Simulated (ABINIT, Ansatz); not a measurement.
**Be3N2 (P6_3/mmc): G0W0 on several meshes in ABINIT**

How does the mesh move the gap of Be3N2 (P6_3/mmc)?

Program: ABINIT 10.8.3. Level of theory: PBEsol and many-body steps on it, plane waves. Results are calculated unless marked as measured.

## 1. The structure

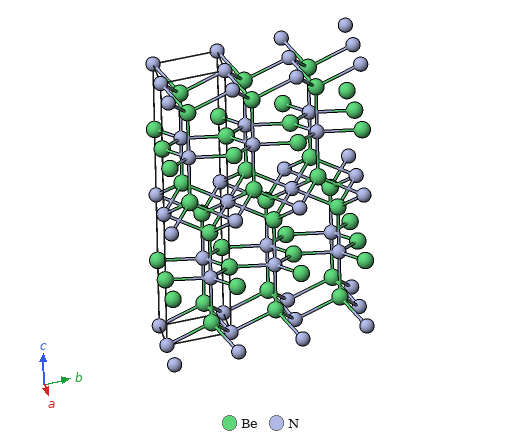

The starting structure, seen slightly off an axis (beryllium green, nitrogen light blue). 2×3×1 cells are drawn. Bonds to atoms that aren't drawn are left out. Some periodic images of atoms are drawn too.

The cell and positions are those that the Materials Project relaxed with its own functionals (PBE, PBE+U or r2SCAN), kept fixed.

## 2. Empty states on the mesh, 3×3×1 mesh, 247 bands

This step: ABINIT 10.8.3; DFT, PBEsol, plane waves, norm-conserving pseudopotentials.

The sums over transitions need many empty states on a uniform mesh; this step solves for them.

run.abi

```
acell 3*1.0 Angstrom
rprim 
  2.841679226310 0.000000000023 0.000000000000
  -1.420839613175 2.460966399380 0.000000000000
  0.000000000000 0.000000000000 9.746841010000
ntypat 2
znucl 4 7
natom 10
typat 1 1 1 1 1 1 2 2 2 2
xred 
  0.333333333333 0.666666666667 0.078485970000
  0.666666666667 0.333333333333 0.578485970000
  0.666666666667 0.333333333333 0.921514030000
  0.333333333333 0.666666666667 0.421514030000
  0.000000000000 0.000000000000 0.250000000000
  0.000000000000 0.000000000000 0.750000000000
  0.000000000000 0.000000000000 0.000000000000
  0.000000000000 0.000000000000 0.500000000000
  0.333333333333 0.666666666667 0.250000000000
  0.666666666667 0.333333333333 0.750000000000
pp_dirpath "pseudos"
pseudos "Be.upf, N.upf"
ecut 38
ngkpt 3 3 1
nshiftk 1
shiftk 0 0 0
kptopt 1
chksymbreak 0
iscf -2
irdden 1
istwfk *1
nband 247
nbdbuf 22
tolwfr 1e-09
nstep 60
prtvol 0
indata_prefix "in"
outdata_prefix "out"
tmpdata_prefix "tmp"
```

On the command line:

```bash
$ OMP_NUM_THREADS=1 mpirun -n 4 abinit run.abi > log
```

Numbers of over 12 decimals in the logs are rounded to 6 here.

The program printed:

```text
.Version 10.8.3 of ABINIT. v10.8.2 released Aug 2026.

 Symmetries : space group P6_3/m m c (#194); Bravais hP (primitive hexag.)
[... echo of the input left out ...]
== DATASET  1 ==================================================================
-   mpi_nproc: 4, omp_nthreads: 1 (-1 if OMP is not activated)
-    --> not optimal distribution: autoparal keyword recommended in input file <--

--- !DatasetInfo
iteration_state: {dtset: 1, }
dimensions: {natom: 10, nkpt: 3, mband: 247, nsppol: 1, nspinor: 1, nspden: 1, mpw: 5169, }
cutoff_energies: {ecut:  38.0, pawecutdg:  -1.0, }
[...]
4.08115    4.10535    4.10535    4.11637    4.13646    4.13646    4.15431    4.15431
   4.18794    4.18794    4.21944    4.23318    4.23318    4.27045    4.27054    4.28392
   4.28410    4.28899    4.29836    4.29846    4.30062    4.30286    4.34596
 prteigrs : prtvol=0 or 1, do not print more k-points.

== END DATASET(S) ==============================================================
================================================================================

 -outvars: echo values of variables after computation  --------
            nband         247
             nkpt           3
          spgroup         194
 [... the other variables as echoed above ...]

 Calculation completed.
```

It took 100 s on 4 MPI ranks of Intel Xeon Platinum 8375C at 2.90GHz (Ice Lake), shared host; peak memory 0.43 GiB; 6.4 min of CPU time.

This step gave:

| Quantity | Value |
| --- | --- |
| gap | 4.575 eV |
| k of the valence top | 0, 0, 0 |
| k of the conduction bottom | 0.3333, 0, 0 |
| least direct gap | 5.649 eV |
| k points computed | 3 |
| lowest point of the top converged band, above the valence top | 105.3404 eV |

On this mesh the gap is 4.575 eV.

The density comes from a self-consistent run that is not shown.

## 3. Screening, 3×3×1 mesh, 104 bands, screening to 141.5 eV

The RPA dielectric matrix is built and inverted for each q.

This step: RPA screening on PBEsol, plane waves, norm-conserving pseudopotentials.

Changes to run.abi since step 2:

```diff
@@ -28,10 +28,11 @@
 chksymbreak 0
-iscf -2
-irdden 1
 istwfk *1
-nband 247
-nbdbuf 22
-tolwfr 1e-09
-nstep 60
-prtvol 0
+occopt 1
+irdwfk 1
+optdriver 3
+nband 104
+ecuteps 5.2
+inclvkb 2
+awtr 1
+symchi 1
 indata_prefix "in"
```

The program printed:

```text
.Version 10.8.3 of ABINIT. v10.8.2 released Aug 2026.

 Symmetries : space group P6_3/m m c (#194); Bravais hP (primitive hexag.)
[... echo of the input left out ...]
== DATASET  1 ==================================================================
-   mpi_nproc: 4, omp_nthreads: 1 (-1 if OMP is not activated)

--- !DatasetInfo
iteration_state: {dtset: 1, }
dimensions: {natom: 10, nkpt: 3, mband: 104, nsppol: 1, nspinor: 1, nspden: 1, mpw: 5169, }
cutoff_energies: {ecut:  38.0, pawecutdg:  -1.0, }
electrons: {nelect:   4.40000000E+01, charge:   0.00000000E+00, occopt:   1.00000000E+00, tsmear:   1.00000000E-02, }

 SCREENING: Calculation of the susceptibility and dielectric matrices

 Based on a program developped by R.W. Godby, V. Olevano, G. Onida, and L. Reining.
 Incorporated in ABINIT by V. Olevano, G.-M. Rignanese, and M. Torrent.
.Using double precision arithmetic ; gwpc =  8

[... cell and pseudopotentials left out ...]
--------------------------------------------------------------------------------

 ==== K-mesh for the wavefunctions ====
 Number of points in the irreducible wedge :     3
[... list of points left out ...]
 Together with 24 symmetry operations and time-reversal symmetry
 yields     9 points in the full Brillouin Zone.

 ==== Q-mesh for the screening function ====
 Number of points in the irreducible wedge :     3
[... list of points left out ...]
 Together with 24 symmetry operations and time-reversal symmetry
 yields     9 points in the full Brillouin Zone.

 setmesh: FFT mesh size selected  =    18x   18x   72
          total number of points  =        23328

 vcoul_init : cutoff-mode = AUXILIARY_FUNCTION
 q-points for optical limit:   1
     1)      0.000010    0.000020    0.000030

- screening: taking advantage of time-reversal symmetry
- Maximum band index for partially occupied states nbvw = 22
- Remaining bands to be divided among processors   nbcw = 82
- Number of bands treated by each node ~20

 Number of electrons calculated from density =   44.0000; Expected =   44.0000
 average of density, n =  0.095656
 r_s =    1.3564
 omega_plasma =   29.8340 [eV]

 calculating chi0 at frequencies [eV] :
  1    0.000000E+00    0.000000E+00
  2    0.000000E+00    2.983399E+01

--------------------------------------------------------------------------------
  q-point number  1        q = ( 0.000000, 0.000000, 0.000000) [r.l.u.]
--------------------------------------------------------------------------------
[... chi0 elements left out ...]
 For q-point:  0.000010 0.000020 0.000030
  dielectric constant =   5.1131
  dielectric constant without local fields =   5.5492

  Average fulfillment of the sum rule on Im[epsilon] for q-point    1 :     65.96  [%]
[... wings left out ...]
  q-point number  2        q = ( 0.333333, 0.000000, 0.000000) [r.l.u.]
--------------------------------------------------------------------------------
[... chi0 elements left out ...]
  Average fulfillment of the sum rule on Im[epsilon] for q-point    2 :     63.01  [%]

 [... 1 further q-points ...]
```

Wall time 18 s (4 MPI ranks); peak memory 0.66 GiB; 72 s of CPU time.

This step gave:

- ε∞ with local fields, on this mesh, along the program's q direction: 5.113
- the same without local fields: 5.549
- plasma frequency: 29.83 eV
- plane waves in the screening matrix: 265

Local fields lower ε∞ by 8 %. On a Γ-centred mesh this coarse the value itself is usually too large, while a short band sum pulls it down.

## 4. 3×3×1

The self-energy is evaluated for the states that the input lists, and the levels follow from it, in one-shot runs by the linearised quasiparticle equation.

This step: G0W0 on PBEsol, plane waves, norm-conserving pseudopotentials.

Changes to run.abi since step 3:

```diff
@@ -31,8 +31,17 @@
 irdwfk 1
-optdriver 3
+optdriver 4
 nband 104
+gwcalctyp 0
+ecutsigx 38
+symsigma 1
+nkptgw 2
+kptgw 
+  0.0000000000 0.0000000000 0.0000000000
+  0.3333333333 0.0000000000 0.0000000000
+bdgw 
+  21 24
+  21 24
 ecuteps 5.2
-inclvkb 2
-awtr 1
-symchi 1
+irdscr 1
+ppmodel 1
 indata_prefix "in"
```

The program printed:

```text
.Version 10.8.3 of ABINIT. v10.8.2 released Aug 2026.

 Symmetries : space group P6_3/m m c (#194); Bravais hP (primitive hexag.)
[... echo of the input left out ...]
== DATASET  1 ==================================================================
-   mpi_nproc: 4, omp_nthreads: 1 (-1 if OMP is not activated)

--- !DatasetInfo
iteration_state: {dtset: 1, }
dimensions: {natom: 10, nkpt: 3, mband: 104, nsppol: 1, nspinor: 1, nspden: 1, mpw: 5169, }
cutoff_energies: {ecut:  38.0, pawecutdg:  -1.0, }
electrons: {nelect:   4.40000000E+01, charge:   0.00000000E+00, occopt:   1.00000000E+00, tsmear:   1.00000000E-02, }

 SIGMA: Calculation of the GW corrections

 Based on a program developped by R.W. Godby, V. Olevano, G. Onida, and L. Reining.
 Incorporated in ABINIT by V. Olevano, G.-M. Rignanese, and M. Torrent.
.Using double precision arithmetic ; gwpc =  8

[... cell and pseudopotentials left out ...]
--------------------------------------------------------------------------------

 ==== K-mesh for the wavefunctions ====
 Number of points in the irreducible wedge :     3
[... list of points left out ...]
 Together with 24 symmetry operations and time-reversal symmetry
 yields     9 points in the full Brillouin Zone.

 ==== Q-mesh for screening function ====
 Number of points in the irreducible wedge :     3
[... list of points left out ...]
 Together with 24 symmetry operations and time-reversal symmetry
 yields     9 points in the full Brillouin Zone.

 vcoul_init : cutoff-mode = AUXILIARY_FUNCTION
 q-points for optical limit:   1
     1)      0.000010    0.000020    0.000030
 setmesh: FFT mesh size selected  =    25x   25x  108
          total number of points  =        67500

 Number of electrons calculated from density =   44.0000; Expected =   44.0000
 average of density, n =  0.095656
 r_s =    1.3564
 omega_plasma =   29.8340 [eV]

 === KS Band Gaps ===
  >>>> For spin  1
   Minimum direct gap =   5.6488 [eV], located at k-point      :   0.3333  0.0000  0.0000
   Fundamental gap    =   4.5748 [eV], Top of valence bands at :   0.0000  0.0000  0.0000
                                       Bottom of conduction at :   0.3333  0.0000  0.0000
 SIGMA fundamental parameters:
 PLASMON POLE MODEL  1
 number of plane-waves for SigmaX                 5169
 number of plane-waves for SigmaC and W            265
 number of plane-waves for wavefunctions          5169
 number of bands                                   104
 number of independent spin polarizations            1
 number of spinorial components                      1
 number of k-points in IBZ                           3
 number of q-points in IBZ                           3
 number of symmetry operations                      24
 number of k-points in BZ                            9
 number of q-points in BZ                            9
 number of frequencies for dSigma/dE                 9
 frequency step for dSigma/dE [eV]                0.25
 number of omega for Sigma on real axis              0
 max omega for Sigma on real axis  [eV]           0.00
 zcut for avoiding poles [eV]                     0.10

 EPSILON^-1 parameters (SCR file):
 dimension of the eps^-1 matrix on file            265
 dimension of the eps^-1 matrix used               265
 number of plane-waves for wavefunctions          5169
 number of bands                                   104
 number of q-points in IBZ                           3
 number of frequencies                               2
 number of real frequencies                          1
 number of imag frequencies                          1

 matrix elements of self-energy operator (all in [eV])

 Perturbative Calculation

--- !SelfEnergy_ee
iteration_state: {dtset: 1, }
kpoint     : [   0.000,    0.000,    0.000, ]
spin       : 1
KS_gap     :    6.089
QP_gap     :    7.649
Delta_QP_KS:    1.560
data: !SigmaeeData |
     Band     E0 <VxcDFT>   SigX SigC(E0)      Z dSigC/dE  Sig(E)    E-E0       E
       21   5.713 -17.596 -21.913   3.785   0.807  -0.239 -18.025  -0.429   5.285
       22   5.713 -17.596 -21.913   3.785   0.807  -0.239 -18.025  -0.429   5.285
       23  11.803 -13.756  -7.988  -4.393   0.822  -0.216 -12.625   1.131  12.934
       24  12.792 -14.083  -7.729  -4.701   0.818  -0.222 -12.731   1.352  14.144

--- !SelfEnergy_ee
iteration_state: {dtset: 1, }
kpoint     : [   0.333,    0.000,    0.000, ]
spin       : 1
KS_gap     :    5.649
QP_gap     :    7.273
Delta_QP_KS:    1.624
data: !SigmaeeData |
     Band     E0 <VxcDFT>   SigX SigC(E0)      Z dSigC/dE  Sig(E)    E-E0       E
       21   4.383 -16.476 -20.583   3.529   0.806  -0.240 -16.942  -0.466   3.917
       22   4.639 -16.964 -21.515   3.873   0.806  -0.241 -17.510  -0.546   4.093
       23  10.288 -11.928  -6.601  -4.040   0.838  -0.194 -10.850   1.078  11.366
       24  11.621 -12.067  -6.489  -4.193   0.836  -0.196 -10.909   1.158  12.780

== END DATASET(S) ==============================================================
================================================================================

 -outvars: echo values of variables after computation  --------
           etotal      0.0000000000E+00
            nband         104
             nkpt           3
          spgroup         194
 [... the other variables as echoed above ...]

 Calculation completed.
```

It took 10 s on 4 MPI ranks; peak memory 0.58 GiB.

This step gave:

```
G0W0 gap on the points computed              : 6.081 eV
starting gap on the mesh                     : 4.575 eV
k of the valence top                         : 0, 0, 0
k of the conduction bottom                   : 0.3333, 0, 0
Z at the valence top                         : 0.807
Z at the conduction bottom                   : 0.838
least direct G0W0 gap on the computed points : 7.273 eV
```

The gap on the mesh goes from 4.58 eV to 6.08 eV, a correction of +1.51 eV.

## 5. Empty states on the mesh, 6×6×2 mesh, 114 bands

This step: DFT, PBEsol, plane waves, norm-conserving pseudopotentials.

Changes to run.abi since step 4:

```diff
@@ -23,3 +23,3 @@
 ecut 38
-ngkpt 3 3 1
+ngkpt 6 6 2
 nshiftk 1
@@ -28,20 +28,10 @@
 chksymbreak 0
+iscf -2
+irdden 1
 istwfk *1
-occopt 1
-irdwfk 1
-optdriver 4
-nband 104
-gwcalctyp 0
-ecutsigx 38
-symsigma 1
-nkptgw 2
-kptgw 
-  0.0000000000 0.0000000000 0.0000000000
-  0.3333333333 0.0000000000 0.0000000000
-bdgw 
-  21 24
-  21 24
-ecuteps 5.2
-irdscr 1
-ppmodel 1
+nband 114
+nbdbuf 10
+tolwfr 1e-09
+nstep 60
+prtvol 0
 indata_prefix "in"
```

The program printed:

```text
.Version 10.8.3 of ABINIT. v10.8.2 released Aug 2026.

 Symmetries : space group P6_3/m m c (#194); Bravais hP (primitive hexag.)
[... echo of the input left out ...]
== DATASET  1 ==================================================================
-   mpi_nproc: 4, omp_nthreads: 1 (-1 if OMP is not activated)

--- !DatasetInfo
iteration_state: {dtset: 1, }
dimensions: {natom: 10, nkpt: 14, mband: 114, nsppol: 1, nspinor: 1, nspden: 1, mpw: 5176, }
cutoff_energies: {ecut:  38.0, pawecutdg:  -1.0, }
[...]
2.31535    2.31535    2.37636    2.37636    2.38364    2.38364    2.39073    2.39073
   2.41223    2.41223    2.44345    2.44513    2.47715    2.47718    2.48222    2.51715
   2.51791    2.52714
 prteigrs : prtvol=0 or 1, do not print more k-points.

== END DATASET(S) ==============================================================
================================================================================

 -outvars: echo values of variables after computation  --------
            nband         114
             nkpt          14
          spgroup         194
 [... the other variables as echoed above ...]

 Calculation completed.
```

It took 1.9 min on 4 MPI ranks; peak memory 0.48 GiB; 7.5 min of CPU time.

This step gave:

* gap: 3.248 eV
* k of the valence top: 0, 0, 0
* k of the conduction bottom: 0.5, 0, 0
* least direct gap: 4.645 eV
* k points computed: 14
* lowest point of the top converged band, above the valence top: 51.8222 eV

On this mesh the gap is 3.248 eV.

## 6. Screening, 6×6×2 mesh, 104 bands, screening to 141.5 eV

This step: RPA screening on PBEsol, plane waves, norm-conserving pseudopotentials.

Changes to run.abi since step 5:

```diff
@@ -28,10 +28,11 @@
 chksymbreak 0
-iscf -2
-irdden 1
 istwfk *1
-nband 114
-nbdbuf 10
-tolwfr 1e-09
-nstep 60
-prtvol 0
+occopt 1
+irdwfk 1
+optdriver 3
+nband 104
+ecuteps 5.2
+inclvkb 2
+awtr 1
+symchi 1
 indata_prefix "in"
```

The program printed:

```text
.Version 10.8.3 of ABINIT. v10.8.2 released Aug 2026.

 Symmetries : space group P6_3/m m c (#194); Bravais hP (primitive hexag.)
[... echo of the input left out ...]
== DATASET  1 ==================================================================
-   mpi_nproc: 4, omp_nthreads: 1 (-1 if OMP is not activated)

--- !DatasetInfo
iteration_state: {dtset: 1, }
dimensions: {natom: 10, nkpt: 14, mband: 104, nsppol: 1, nspinor: 1, nspden: 1, mpw: 5176, }
cutoff_energies: {ecut:  38.0, pawecutdg:  -1.0, }
electrons: {nelect:   4.40000000E+01, charge:   0.00000000E+00, occopt:   1.00000000E+00, tsmear:   1.00000000E-02, }

 SCREENING: Calculation of the susceptibility and dielectric matrices

 Based on a program developped by R.W. Godby, V. Olevano, G. Onida, and L. Reining.
 Incorporated in ABINIT by V. Olevano, G.-M. Rignanese, and M. Torrent.
.Using double precision arithmetic ; gwpc =  8

[... cell and pseudopotentials left out ...]
--------------------------------------------------------------------------------

 ==== K-mesh for the wavefunctions ====
 Number of points in the irreducible wedge :    14
[... list of points left out ...]
 Together with 24 symmetry operations and time-reversal symmetry
 yields    72 points in the full Brillouin Zone.

 ==== Q-mesh for the screening function ====
 Number of points in the irreducible wedge :    14
[... list of points left out ...]
 Together with 24 symmetry operations and time-reversal symmetry
 yields    72 points in the full Brillouin Zone.

 setmesh: FFT mesh size selected  =    18x   18x   72
          total number of points  =        23328

 vcoul_init : cutoff-mode = AUXILIARY_FUNCTION
 q-points for optical limit:   1
     1)      0.000010    0.000020    0.000030

- screening: taking advantage of time-reversal symmetry
- Maximum band index for partially occupied states nbvw = 22
- Remaining bands to be divided among processors   nbcw = 82
- Number of bands treated by each node ~20

 Number of electrons calculated from density =   44.0000; Expected =   44.0000
 average of density, n =  0.095656
 r_s =    1.3564
 omega_plasma =   29.8340 [eV]

 calculating chi0 at frequencies [eV] :
  1    0.000000E+00    0.000000E+00
  2    0.000000E+00    2.983399E+01

--------------------------------------------------------------------------------
  q-point number  1        q = ( 0.000000, 0.000000, 0.000000) [r.l.u.]
--------------------------------------------------------------------------------
[... chi0 elements left out ...]
 For q-point:  0.000010 0.000020 0.000030
  dielectric constant =   4.4211
  dielectric constant without local fields =   4.7980

  Average fulfillment of the sum rule on Im[epsilon] for q-point    1 :     65.98  [%]
[... wings left out ...]
  q-point number  2        q = ( 0.166667, 0.000000, 0.000000) [r.l.u.]
--------------------------------------------------------------------------------
[... chi0 elements left out ...]
  Average fulfillment of the sum rule on Im[epsilon] for q-point    2 :     69.72  [%]

 [... 12 further q-points ...]
```

The job ended after 3.9 min (4 MPI ranks; peak memory 1.5 GiB).

Numbers from this step:

```
ε∞ with local fields, on this mesh, along the program's q direction : 4.421
the same without local fields                                       : 4.798
plasma frequency                                                    : 29.83 eV
plane waves in the screening matrix                                 : 265
```

[end of part 1 of 2]

[Paths, hosts, dates, memory and timing lines, banners, echoed tables and standing remarks are left out of the program output.]

[Logs are printed without paths, hosts, clocks, repeated set-up lines and the standing remarks that a program may print on its own settings, such as how far it seeks lower states.]

[Runs of the session that timed out or met a known fault of the program may be left out.]

[Hosts, paths, dates, database ids (printed as entryN), source tags and the programs' standing remarks are cut or masked in the printed files.]

[G0W0 gaps are taken among the corrected bands and points alone; a level outside them can change the order at an edge.]

[Where Ansatz stands beside ABINIT at settings called matched, ABINIT's density can come from a denser mesh and the files from another edition; pairs whose starting gaps differed by over 0.03 eV were left out, so agreement reads better than it is.]
